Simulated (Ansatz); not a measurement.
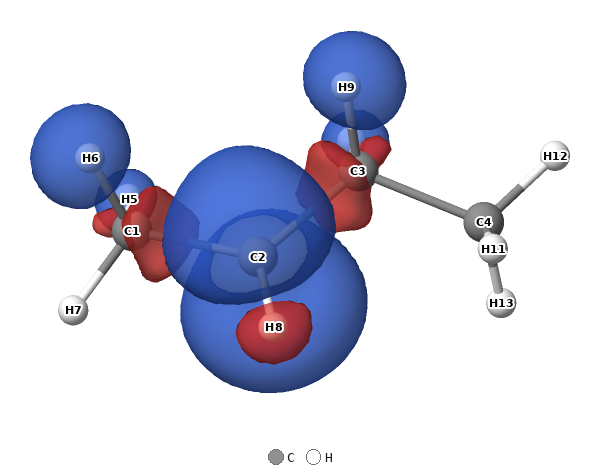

Figure 1: C₄H₉ (SMILES C[CH]CC) (doublet). Isosurfaces of the spin density at +0.02 (blue) and −0.02 e/Å³ (red), seen at a tilt.

Geometry: B3LYP-D3(BJ)/def2-SVP.

Level of theory: isolated molecule in a Gaussian basis; Kohn-Sham density functional theory, functional PBE0 in Ansatz 0.2.0.

```xyz
13

C    -2.2145   -0.4379   -2.5983
C    -2.6829    0.5124   -1.5516
C    -1.8003    1.6029   -1.0423
C    -2.3413    2.3146    0.1991
H    -1.1965   -0.8113   -2.3838
H    -2.1564    0.0414   -3.6002
H    -2.8833   -1.3069   -2.7015
H    -3.7549    0.5681   -1.3295
H    -1.6305    2.3552   -1.8463
H    -0.7914    1.1941   -0.8356
H    -3.3260    2.7672   -0.0035
H    -1.6660    3.1183    0.5319
H    -2.4677    1.6086    1.0356
```

> Describe the spin distribution.

The unpaired spin (1 electron) lies mostly on C2 (about 0.7), in electrons by Hirshfeld's partition.
